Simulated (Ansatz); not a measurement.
# HfCdO3 in P4/mbm, a phase reached by a soft mode: following an unstable mode, part 3 of 3

Aim: this structure of HfCdO3 in P4/mbm, a phase reached by a soft mode is to be tested for unstable modes, and one is followed downhill.

Ansatz 0.2.0; DFT PBEsol, scalar-relativistic, plane waves, PAW; PAW set soft_1.

So far. Step 5 (Energy along the mode, all amplitudes (two of the runs …): The lowest of the steps tried is at 0.32 Å, 6.02 meV/atom below the parent; the bottom of the well need not coincide with a step. Step 7 (The new phase in its own primitive cell): The largest force component left is 0.40 meV/Å and the pressure is 0.000 GPa, within the tolerances set. The cell now holds 12.71 Å³/atom.

The structure was built from a prototype and need not be the compound's stable phase.

## Step 8: Modes of the new phase

A relaxed structure may still be a saddle point, so its zone-centre modes are computed. The response to a homogeneous field gives the Born charges and the dielectric tensor.

input.yaml reads:

```yaml
crystal:
  lattice:
    - [3.9704487286, 0.0, 0.0]
    - [0.0, 3.991863248, 4.011165462]
    - [0.0, -3.991863248, 4.011165462]
  atoms:
    - { symbol: Cd, position: [0.0, 0.9794797579, 0.9794797579] }
    - { symbol: Cd, position: [0.0, 0.52665598, 0.52665598] }
    - { symbol: Hf, position: [0.5, 0.4941849206, 0.0034431022] }
    - { symbol: Hf, position: [0.5, 0.0034431022, 0.4941849206] }
    - { symbol: O, position: [0.5, 0.66132795, 0.3193478859] }
    - { symbol: O, position: [0.5, 0.3193478859, 0.66132795] }
    - { symbol: O, position: [0.5, 0.8300078019, 0.8300078019] }
    - { symbol: O, position: [0.5, 0.166418967, 0.166418967] }
    - { symbol: O, position: [0.0, 0.5053987446, 0.9436673038] }
    - { symbol: O, position: [0.0, 0.9436673038, 0.5053987446] }
kpoints:
  mp_grid: { grid: [6, 4, 4] }
hamiltonian:
  xc: pbesol
  pseudopotentials: { kind: paw, azcp: { folder: soft_1 }, xc_functional: pbe }
scf:
  occupations: { method: fixed }
output:
  eigenvalues: true
phonons:
  method: dfpt
  dielectric: true
  rigid_motions: translations
```

On the command line:

```bash
ansatz run input.yaml --threads 4 --pin off --max-ram 16384MiB --backend cpu --events-out ev --progress --plain --runs-dir out
```

Numbers of over 12 decimals in the logs are rounded to 6 here.

The program printed:

```text
[...]
Crystal: 10 atoms, lattice volume = 127.150 Å³
Basis set: ecut = 420 eV, 2481 PW (Γ), exchange–correlation on 54×80×80 points (8 copies of the dense FFT grid, shifted against one another)
Bands: 77, of which v1, the nominal top of the filled ones, is band 64 counted from 1 (63 counted from 0)
Symmetry: 4 space group operations
k-points: 52 of 96 (irreducible under 1 space group operation, time reversal used)
[...]
SCF iter   1: F=—  HF=-50942.998254 eV  |F-HF|=—  |Δ(HF+E_count)|=         —  Δρ=9.42e-2  dr2=1.02e1  ethr=3.10e-3  ⟨swp⟩=4.0  Hψ=11173  notcnv=0  defer=335
[...]
SCF iter  16: F=-50939.929002 eV  HF=-50939.929002 eV  |F-HF|=5.82e-11  |Δ(HF+E_count)|=  1.53e-10  Δρ=2.90e-7  dr2=9.82e-11  ethr=1.00e-12  ⟨swp⟩=13.0  Hψ=24399  notcnv=0
SCF 1 converged in 16 iterations: F = -50939.929002 eV  dr2 = 9.82e-11
[...]
NSCF: frozen V_eff on 2 k-points
[...]
Bands: 65, of which v1, the nominal top of the filled ones, is band 64 counted from 1 (63 counted from 0)
k-points: 120 of 768 (time reversal used)
[...]
Eigensolver: Dense (120 Hₖ)
SCF iter   1: F=—  HF=-50939.785434 eV  |F-HF|=—  |Δ(HF+E_count)|=         —  Δρ=4.83e-4  dr2=5.50e-5  ethr=1.00e-1
[...]
SCF iter   5: F=-50939.785453 eV  HF=-50939.785453 eV  |F-HF|=5.68e-9  |Δ(HF+E_count)|=   1.46e-8  Δρ=6.42e-6  dr2=3.99e-8  ethr=1.91e-10
SCF 1 converged in 5 iterations: F = -50939.785453 eV  dr2 = 3.99e-8
[...]
SCF converged after 16 iterations
Free energy (F): -50939.929002 eV
[...]
Internal energy: -50939.929002 eV  (E = F + TS)
E sigma→0 (E₀):  -50939.929002 eV
Fermi energy:    11.750691 eV
[...]
--- Band table (eV; the first three rows and the last of 52) ---
  k-point 0: bands = [... 60 lower, 10.9505, 11.1144, 11.4941, 11.5251, 12.9912, 15.7700, 16.2807, 16.6663, ... 9 higher]
  k-point 1: bands = [... 60 lower, 10.9935, 11.0893, 11.2055, 11.4047, 13.6697, 15.6796, 16.4745, 16.8421, ... 9 higher]
  k-point 2: bands = [... 60 lower, 11.0066, 11.2051, 11.3044, 11.3722, 14.7448, 14.9379, 16.8701, 16.9694, ... 9 higher]
  k-point 51: bands = [... 60 lower, 10.6526, 10.8062, 11.2480, 11.4672, 16.2951, 16.6187, 17.5391, 17.6054, ... 9 higher]
[...]
ASR residual: 2.921e-4 → 0.000e0 eV/Å²; symmetrization residual: 1.730e-5 eV/Å²
[...]
ε∞ (high-frequency dielectric tensor):
        5.915082     0.000000     0.000000
        0.000000     5.462593     0.000000
        0.000000     0.000000     5.463342
[...]
Born effective charges Z* (e; rows j = field, columns β = displacement):
    site 0:
         2.98713    0.00000   -0.00000
         0.00000    2.23455   -0.00000
        -0.00000    0.00000    2.76110
    site 1:
         2.92417    0.00000   -0.00000
         0.00000    2.71398   -0.00000
        -0.00000    0.00000    2.16470
    site 2:
         5.62680    0.00000   -0.00000
         0.00000    5.50852    0.06056
        -0.00000    0.01117    5.49776
    site 3:
         5.62680    0.00000   -0.00000
         0.00000    5.50852   -0.06056
        -0.00000   -0.01117    5.49776
    site 4:
        -1.91486   -0.00000    0.00000
         0.00000   -2.01424    0.25519
        -0.00000    0.20233   -4.09133
    site 5:
        -1.91486    0.00000    0.00000
         0.00000   -2.01424   -0.25519
        -0.00000   -0.20233   -4.09133
    site 6:
        -2.16603    0.00000   -0.00000
         0.00000   -3.86143   -0.00000
        -0.00000    0.00000   -2.00484
    site 7:
        -1.70857    0.00000   -0.00000
         0.00000   -4.30441   -0.00000
        -0.00000    0.00000   -2.05340
    site 8:
        -4.73029    0.00000    0.00000
         0.00000   -1.88562   -0.13902
         0.00000    0.12819   -1.84021
    site 9:
        -4.73029   -0.00000   -0.00000
         0.00000   -1.88562    0.13902
         0.00000   -0.12819   -1.84021
  Z* charge neutrality: 2.526e-2 e pre-enforcement
[...]
optical modes at Γ without the LO–TO term, one row a degenerate level:
      ω (cm⁻¹)  modes    IR ((D/Å)²/amu)
        -78.47      1            10.4955
         48.07      1             3.2487
         82.05      1             0.0832
         87.95      1             0.9159
         93.95      1             6.4880
         97.11      1             3.9523
        104.94      1             0.0000
[...]
optical modes at Γ + LO–TO along q̂ = [1.0000, 0.0000, 0.0000]:
      ω (cm⁻¹)  modes    IR ((D/Å)²/amu)
[...]
optical modes at Γ + LO–TO along q̂ = [0.0000, 1.0000, 0.0000]:
      ω (cm⁻¹)  modes    IR ((D/Å)²/amu)
[...]
optical modes at Γ + LO–TO along q̂ = [0.0000, 0.0000, 1.0000]:
      ω (cm⁻¹)  modes    IR ((D/Å)²/amu)
[...]
268.25      1             0.8023
        307.27      1            17.2031
        307.44      1             4.2806
        371.05      1             1.1763
        395.94      1            12.1027
        460.46      1             0.8728
        497.70      1            24.9667
        575.73      1             1.1747
        635.91      1             0.0000
        642.82      1            49.3020
        652.26      1            64.8054
        723.61      1             1.9557
```

The job ended after 10 min (4 threads of Arm Neoverse V1, shared host; peak memory 2.8 GiB).

This step gave:

| Property | Result |
| --- | --- |
| sum-rule residual before enforcement | 2.92e-4 eV/Å² |
| miss of the charge sum rule | 0.02526 e |
| estimated error of the dielectric tensor | 0.02158 |
| estimated error of the Born charges | 0.1528 e |
| point group | mm2 |
| highest optical mode at the zone centre (no LO-TO term) | 723.6 cm⁻¹ |
| lowest optical zone-centre mode | -78.47 cm⁻¹ |
| mean high-frequency dielectric constant | 5.614 |
| largest Born charge (third of the trace) | 5.544 e |
| top of the zone-centre spectrum with the field | 775.6 cm⁻¹ |

Patterns of degenerate modes are one choice out of their space. Modes at Γ, with each element's share of the kinetic energy (negative means imaginary):

| mode | frequency (cm⁻¹) | symmetry | Cd % | Hf % | O % |
| --- | --- | --- | --- | --- | --- |
| 1 | -78.5 | B2 | 44 | 1 | 55 |
| 2 | 0.0 | acoustic | 33 | 53 | 14 |
| 3 | 0.0 | acoustic | 33 | 53 | 14 |
| 4 | 0.0 | acoustic | 33 | 53 | 14 |
| 5 | 48.1 | A1 | 77 | 10 | 13 |
| 6 | 82.0 | B1 | 96 | 0 | 4 |
| 7 | 88.0 | B2 | 38 | 24 | 38 |
| 8 | 94.0 | A1 | 59 | 19 | 22 |
| 9 | 97.1 | B1 | 39 | 12 | 49 |
| 10 | 104.9 | A2 | 0 | 96 | 4 |
| 11 | 111.5 | B2 | 51 | 39 | 11 |
| 12 | 127.7 | B1 | 27 | 19 | 54 |
| 13 | 140.3 | A1 | 13 | 55 | 32 |
| 14 | 185.1 | B2 | 34 | 45 | 21 |
| 15 | 209.7 | A2 | 0 | 0 | 100 |
| 16 | 217.6 | A1 | 14 | 30 | 56 |
| 17 | 219.0 | B2 | 1 | 25 | 74 |
| 18 | 234.7 | A1 | 0 | 21 | 79 |
| 19 | 236.2 | B1 | 1 | 11 | 88 |
| 20 | 293.8 | A1 | 3 | 10 | 87 |
| 21 | 307.3 | B1 | 4 | 2 | 94 |
| 22 | 307.4 | B2 | 1 | 10 | 90 |
| 23 | 373.7 | A1 | 0 | 0 | 99 |
| 24 | 457.1 | A1 | 0 | 0 | 100 |
| 25 | 497.7 | B2 | 0 | 1 | 98 |
| 26 | 530.5 | A1 | 0 | 2 | 98 |
| 27 | 575.7 | B2 | 0 | 1 | 99 |
| 28 | 635.9 | A2 | 0 | 4 | 96 |
| 29 | 642.8 | B1 | 0 | 3 | 97 |
| 30 | 723.6 | B2 | 0 | 0 | 100 |

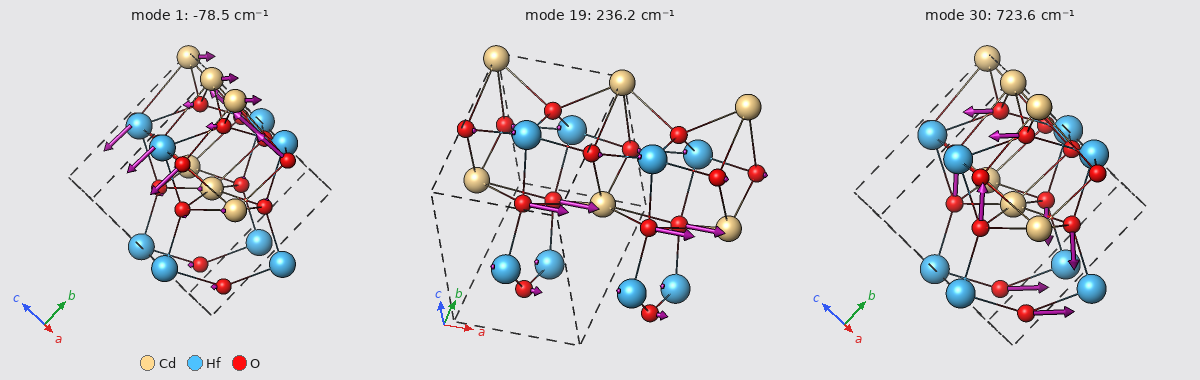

Displacement patterns of modes 1, 19 and 30 at Γ; arrows are exaggerated. 2×1×1 cells are drawn. Some periodic images of atoms are drawn too.

Optical modes at the zone centre, without and with the macroscopic field of the longitudinal modes; each column is sorted by frequency, so a row need not hold one and the same mode. Modes with and without the field, by row:

| rank among optical modes | no field (cm⁻¹) | q along (1, 0, 0) (cm⁻¹) | q along (0, 1, 0) (cm⁻¹) | q along (0, 0, 1) (cm⁻¹) |
| --- | --- | --- | --- | --- |
| 1 | -78.5 | -78.5 | 28.7 | -78.5 |
| 2 | 48.1 | 48.1 | 48.1 | 59.3 |
| 3 | 82 | 82.2 | 82 | 82 |
| 4 | 88 | 88 | 93.6 | 88 |
| 5 | 94 | 94 | 94 | 97.1 |
| 6 | 97.1 | 104.9 | 97.1 | 104.9 |
| 7 | 104.9 | 111.5 | 104.9 | 111.5 |
| 8 | 111.5 | 111.6 | 111.5 | 111.9 |
| 9 | 127.7 | 127.8 | 127.7 | 127.7 |
| 10 | 140.3 | 140.3 | 140.3 | 158.6 |
| 11 | 185.1 | 185.1 | 196.2 | 185.1 |
| 12 | 209.7 | 209.7 | 209.7 | 209.7 |
| 13 | 217.6 | 217.6 | 217.6 | 219 |
| 14 | 219 | 219 | 234.7 | 226.8 |
| 15 | 234.7 | 234.7 | 236.2 | 236.2 |
| 16 | 236.2 | 275.4 | 293.7 | 268.2 |
| 17 | 293.8 | 293.8 | 293.8 | 307.3 |
| 18 | 307.3 | 307.4 | 307.3 | 307.4 |
| 19 | 307.4 | 373.7 | 372.5 | 371.1 |
| 20 | 373.7 | 400.6 | 373.7 | 395.9 |
| 21 | 457.1 | 457.1 | 457.1 | 460.5 |
| 22 | 497.7 | 497.7 | 530.5 | 497.7 |
| 23 | 530.5 | 530.5 | 569.8 | 575.7 |
| 24 | 575.7 | 575.7 | 626.6 | 635.9 |
| 25 | 635.9 | 635.9 | 635.9 | 642.8 |
| 26 | 642.8 | 723.6 | 642.8 | 652.3 |
| 27 | 723.6 | 775.6 | 734 | 723.6 |

Born charge (rows field, columns displacement) (e), principal values of the symmetric part by kind of site:

| atom | atoms with these values | low | middle | high | mean |
| --- | --- | --- | --- | --- | --- |
| Cd1 | 1 | 2.23 | 2.76 | 2.99 | 2.66 |
| Cd2 | 1 | 2.16 | 2.71 | 2.92 | 2.60 |
| Hf3 | 2 | 5.47 | 5.54 | 5.63 | 5.54 |
| O5 | 2 | -4.12 | -1.99 | -1.91 | -2.67 |
| O7 | 1 | -3.86 | -2.17 | -2.00 | -2.68 |
| O8 | 1 | -4.30 | -2.05 | -1.71 | -2.69 |
| O9 | 2 | -4.73 | -1.89 | -1.84 | -2.82 |

In full for O5:

```
-1.91  0.00  0.00
 0.00 -2.01  0.26
 0.00  0.20 -4.09
```

High-frequency dielectric tensor:

```
5.92 0.00 0.00
0.00 5.46 0.00
0.00 0.00 5.46
```

Transverse modes; imaginary modes are left out. Lines of the infrared spectrum (strongest = 100):

| position (cm⁻¹) | lines merged | relative intensity |
| --- | --- | --- |
| 48 | 1 | 6.6 |
| 82 | 1 | 0.2 |
| 88 | 1 | 1.9 |
| 94 | 1 | 13 |
| 97 | 1 | 8.0 |
| 105 | 1 | 0.0 |
| 112 | 1 | 0.0 |
| 128 | 1 | 0.0 |
| 140 | 1 | 12 |
| 185 | 1 | 25 |
| 210 | 1 | 0.0 |
| 218 | 1 | 27 |
| 219 | 1 | 50 |
| 235 | 1 | 21 |
| 236 | 1 | 55 |
| 294 | 1 | 28 |
| 307 | 2 | 44 |
| 374 | 1 | 0.6 |
| 457 | 1 | 2.2 |
| 498 | 1 | 51 |
| 530 | 1 | 52 |
| 576 | 1 | 2.4 |
| 636 | 1 | 0.0 |
| 643 | 1 | 100 |
| 724 | 1 | 4.0 |

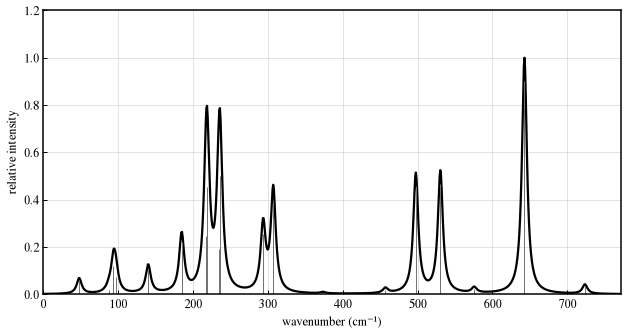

The infrared spectrum, broadened with Lorentzians of width 8 cm⁻¹; bars mark the lines.

Before it was imposed, the acoustic sum rule was missed by 2.9e-4 eV/Å² and the charge sum rule by 0.025 e. Small misses are needed for a sound result but don't prove that mesh and cutoff are converged. The lowest optical mode is imaginary, 78.5i cm⁻¹, so the energy falls along it.

The log warns of the k mesh: “the force constants stand on the 6×4×4 k-mesh, whose period is 11.34 times the interband length at k = (0.0000, 0.0000, 0.0000), direct gap 1.466 eV, under 14: take them and everything formed from them as unconverged”.

## Step 9: The phases reached

The phases reached along the modes that were followed are set side by side.

Energies are those of the first relaxation, on the mesh of the frozen mode; space group, volume and gap are those of the last relaxation. Phases, by row:

| mode frozen in | space group | energy from parent (meV/atom) | volume (Å³/atom) | gap on mesh (eV) | lowest zone-centre optical mode (cm⁻¹) | largest shift (Å) |
| --- | --- | --- | --- | --- | --- | --- |
| parent | P4/mbm | 0 | 12.66 | 1.051 | – | – |
| q = (0, 0, 0), 146i cm⁻¹ | Pmc2_1 | -20.24 | 12.72 | 1.365 | 64.9 | 0.363 |
| q = (0, 0, 0), 146i cm⁻¹ | Amm2 | -12.18 | 12.71 | 1.24 | -78.5 | 0.287 |

## Step 10: Summary of results

```json
{"unstable mode of the parent": "q = (0, 0, 0), 146i cm⁻¹", "depth at the lowest point sampled": "6.02 meV/atom", "largest atomic shift at that point": "0.32 Å", "space group reached (within 0.01 Å)": "Amm2", "energy gained over the parent (first relaxation, on the mesh of the frozen mode)": "12.2 meV/atom", "volume per atom, phase reached": "12.7 Å³", "gap on the k-mesh, phase reached": "1.24 eV", "lowest optical zone-centre mode, phase reached": "-78.5 cm⁻¹", "highest optical mode at the zone centre (no LO-TO term), phase reached": "724 cm⁻¹"}
```

What this shows: Along this mode the structure falls into Amm2, 12.2 meV/atom below the parent. At the parent's cell the well is 6.019 meV/atom deep on the steps tried, with its lowest point at a shift of 0.32 Å. Relaxing atoms and cell changes the gain by +6.17 meV/atom against the lowest step (energies at zero smearing). The new phase still has an imaginary mode at the zone centre of its cell, so it is a saddle point on the way to a lower structure. Of the 2 patterns followed to their end from this parent, this one ends 8.05 meV/atom above the lowest, Pmc2_1. Each path keeps the symmetry of its pattern, so a lower phase may lie along a pattern not tried. With the field response the log warns that the k mesh is coarse for the force constants too, so the frequencies may not be converged. Spin-orbit coupling is left out, which can matter for the heavy elements here. The PAW files were made for PBE and serve the other functionals too. The starting cell was built on a prototype and not taken from a measurement, so the phase need not exist.

[Logs are printed without paths, hosts, clocks, repeated set-up lines and the standing remarks that a program may print on its own settings, such as how far it seeks lower states.]

[Hosts, paths, dates, database ids (printed as entryN), source tags and the programs' standing remarks are cut or masked in the printed files.]
